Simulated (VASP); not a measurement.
Energy against volume of Pd (fcc). Method: TPSS meta-GGA, VASP's PBE PAW potentials (set 64) (plane waves; VASP).

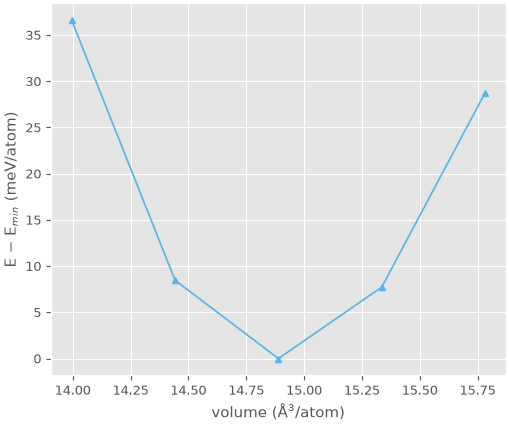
Figure. Energy against volume

Problem. Estimate the equilibrium volume and the bulk modulus.

Solution. The minimum lies near 14.9 Å³/atom, and the curvature gives B0 of about 190 GPa.

Measured: bulk modulus 195 GPa at 0 K (computed value off by -1.1 %), as given by Vázquez-Parga, Fernández-Martínez, Viñes, J. Chem. Theory Comput. (2023), doi:10.1021/acs.jctc.3c00612, Supporting … [zero-point energy and finite temperature contributions removed]; a 3.876 Å at 0 K (computed value off by +0.7 %), as given by Daniel Mejia-Rodriguez et al., Physical Review B (2018), arXiv:1807.09216 [static lattice: zero-point anharmonic expansion removed].

The compound is Pd in the fcc structure. It was relaxed first.
